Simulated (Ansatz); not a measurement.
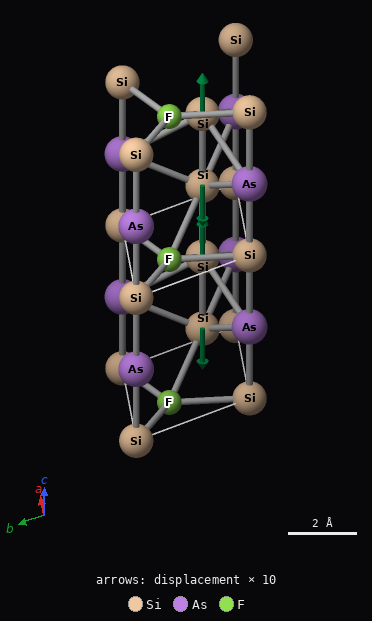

This is a relaxation of crystalline Si3AsF (a generated structure, set up in P-6m2) (coarse preliminary run). The starting structure is drawn; green arrows show the displacements (the part carried along by the change of the cell is left out), magnified 10 times.

Style: ball-and-stick. Shown: the cell of the calculation, repeated 1 × 1 × 2 with one cell outlined, from a free direction.

Level of theory: DFT PBE, scalar-relativistic, plane waves, PAW (Ansatz).

Input
```yaml
crystal:
  lattice:
    - [4.13602995, 0.0, 0.0]
    - [-2.06801497, 3.581907, 0.0]
    - [0.0, 0.0, 4.96406888]
  atoms:
    - { symbol: Si, position: [0.66666667, 0.33333333, 0.248919] }
    - { symbol: Si, position: [0.66666667, 0.33333333, 0.751081] }
    - { symbol: Si, position: [0.0, 0.0, 0.0] }
    - { symbol: As, position: [0.0, 0.0, 0.5] }
    - { symbol: F, position: [0.33333333, 0.66666667, 0.0] }
basis:
  ecutwfc: 420
kpoints:
  mp_grid: { grid: [6, 6, 4] }
hamiltonian:
  xc: pbe
scf:
  occupations: { method: gaussian, width: 0.1 }
  lower_state_search: "off"
output:
  forces: true
  stress: true
  eigenvalues: true
relax:
  adjacent_minimum: "off"
  f_tol: 0.04
  max_steps: 70
  cell: { stress_tol: 0.4 }
```

Run as
```bash
ansatz run input.yaml --threads 1 --pin off --max-ram 2560MiB --backend cpu --events-out ev --progress --plain --runs-dir out
```

What did the optimiser do to the structure, and how much energy did it gain?

The largest moves relative to the cell, 0.14 Å, are those of Si1 and Si2. Si1 goes along −c. As and F stay in place. The volume changes by +12.3 %, with a = b unchanged at 4.136 Å, c 4.964 → 5.576 Å (+12.3 %). Near-neighbour distances that change, for instance: Si1–Si2 2.493 → 3.087 Å, Si3–As4 2.482 → 2.788 Å, Si1–As4 2.694 → 2.843 Å, Si1–Si2 (another image) 2.471 → 2.489 Å. Among the angles between lasting bonds that change: As4–Si1–As4 100.3° → 93.3°, Si2–Si1–As4 117.6° → 122.9°. The space group stays P-6m2 (No. 187). The energy falls by 0.576 eV per cell of the calculation in 10 accepted moves (13 points after the start). The largest force component goes from 0.4 to 0.0033 eV/Å. Pressure: 11.16 GPa at the start and 0.10 GPa at the end. The line search rejected the trial step at point 8 of the run. The SCF was repeated twice at an unchanged geometry on a basis and grid sized afresh for the cell, which shifted the energy by 37.3 meV per cell of the calculation at most. Cost: 48 s on 1 thread of Intel(R) Xeon(R) Processor @ 2.70GHz, on a shared host, peak memory 0.37 GiB.
